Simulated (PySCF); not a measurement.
# C2H8Cl2GeSi: what the fields show

Input

```
{"job": {"kind": "uv", "xc": "PBE0", "basis": "def2-SVPD", "nstates": 8, "ntriplets": 3}, "charge": 0, "multiplicity": 1}
C      1.980139     0.496057     0.533075
Ge     0.941663    -1.019429    -0.180043
Si    -1.172034    -0.507166    -1.047040
C     -1.923223     0.686114     0.265101
Cl    -1.546554     0.020853     1.864423
Cl    -1.145743     2.269428     0.085035
H      2.947350     0.157756     0.896912
H      2.149233     1.240879    -0.240980
H      1.457907     0.977223     1.355271
H      1.788672    -1.675550    -1.246577
H      0.860549    -2.089349     0.877814
H     -1.233762     0.224891    -2.313230
H     -2.107719    -1.633976    -1.101034
H     -2.997154     0.851794     0.229106
```

Run with:

```sh
OMP_NUM_THREADS=1 python probes_run.py task.json out
```

Geometry: GFN2-xTB.

Theory: PySCF, PBE0/def2-SVPD, SCF density, gas phase.

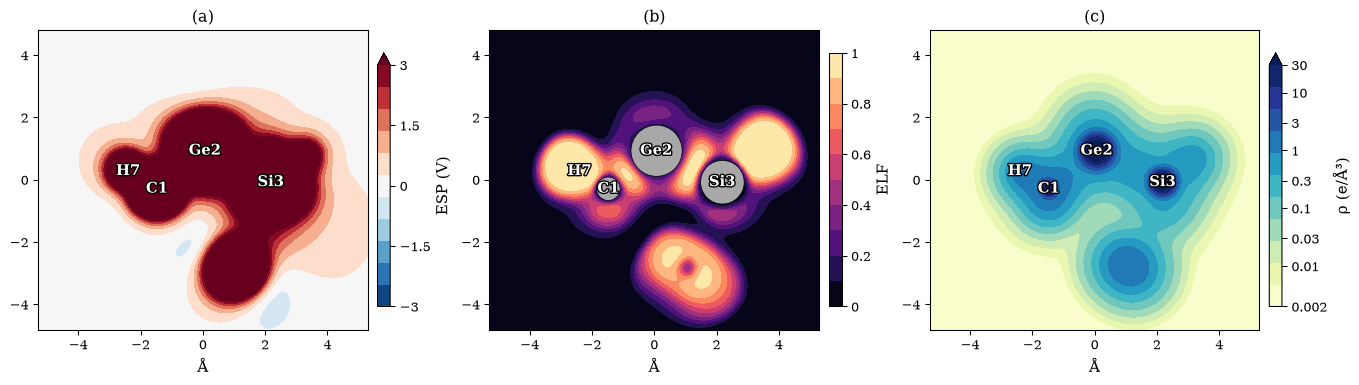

Figure 1. (a) molecular electrostatic potential; (b) electron localisation function; (c) total electron density on the plane of atoms Ge2, C1 and H7. Grey discs cover the atomic cores in the ELF map.

Q: Read the bonding off the picture.

A: The plane passes through C, Ge, Si and H nuclei. C–Ge (1.97 Å): ρ is about 0.85 e/Å³ halfway; the ELF peaks at about 0.90 in the valence shell of C, 0.7 Å from its nucleus, and is about 0.70 at the midpoint. Si–Ge (2.34 Å): the density is about 0.64 e/Å³ at the midpoint; the ELF peaks at about 0.95 between the atoms: a shared electron pair. C–H (1.09 Å): ρ is about 1.9 e/Å³ halfway; the ELF climbs to about 1 towards the hydrogen, as it does in any bond to H: an ordinary covalent bond to hydrogen. The ELF also peaks beside Cl6, away from the bonds: lone-pair regions. Outside the dense part of the molecule the potential is most negative (−0.4 V) near Cl6, which lies off the plane.

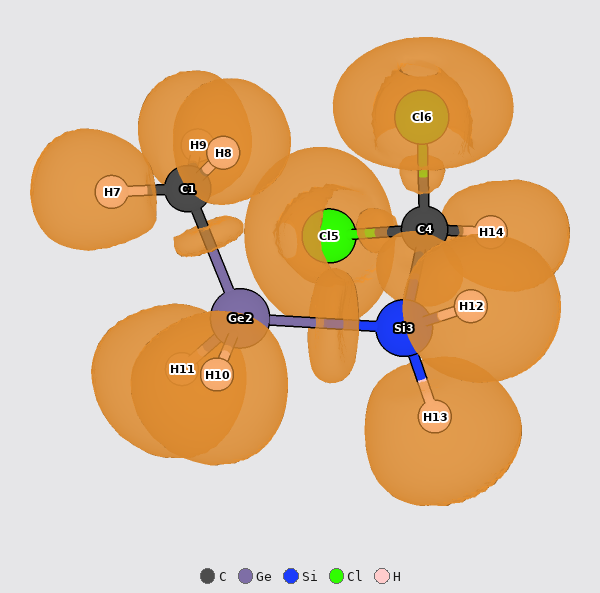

Figure 2. Isosurface of the electron localisation function at 0.8 (orange), seen at a tilt. Core shells and regions of very low density are left out.

Q: Identify the bonds, lone pairs and shells in this picture.

A: At this value the surface marks out two regions between bonded C–Cl atoms (shared pairs), one region between bonded C–Si atoms (shared pairs), one region between bonded Ge–Si atoms (shared pairs), eight regions around hydrogen nuclei, one lobe of the valence shell of C pointing towards Ge (polar bonds) and two rings or bowls of non-bonding electrons around Cl. Along the contacts the grid gives the following. C–Cl (1.77 Å): the ELF peaks at about 0.90 between the atoms: a shared electron pair. C–Si (1.93 Å): the ELF peaks at about 1 between the atoms (a covalent bond).

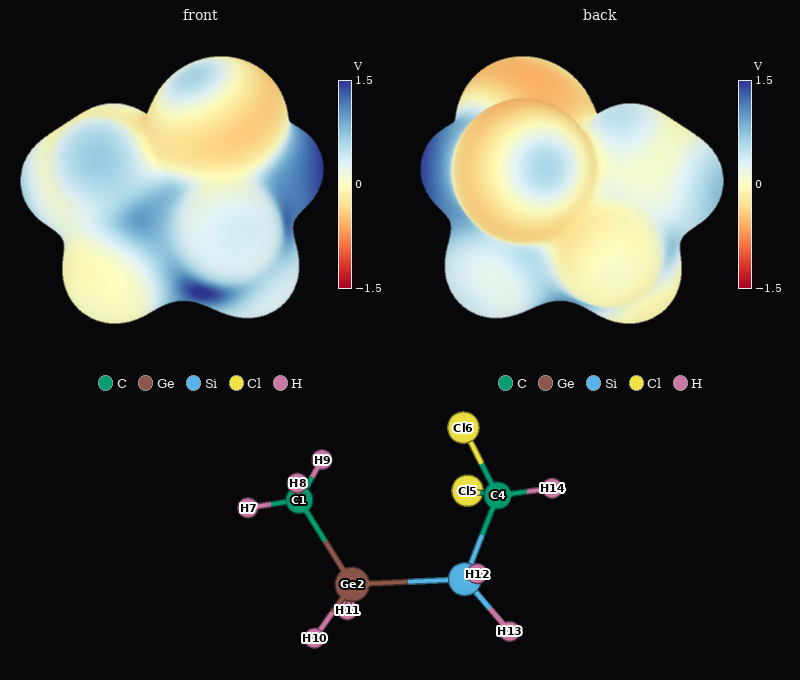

Figure 3. The electrostatic potential painted on the density surface at 0.002 e/bohr³, seen from the front and from behind; the colour scale runs from red (negative) to blue (positive). The bare structure is drawn below in the same view.

Q: Which sites attract a positive test charge, and which a negative one?

A: A positive charge is drawn to the negative regions and a negative charge to the positive ones. The most negative region (about −0.6 V, or −14 kcal/mol for a unit charge) lies over Cl5 and Cl6, the most positive (about +1.5 V, or +35 kcal/mol for a unit charge) over Si3 and H14. Cl5 shows a σ-hole: about +0.6 V, or +14 kcal/mol for a unit charge at the tip opposite its bond, against about −0.3 V, or −7 kcal/mol for a unit charge on its flanks. Cl6 shows a σ-hole: about +0.6 V, or +14 kcal/mol for a unit charge at the tip opposite its bond, against about −0.3 V, or −7 kcal/mol for a unit charge on its flanks.

Q: How polar is the molecule by this calculation?

A: Its dipole moment is 0.99 D.
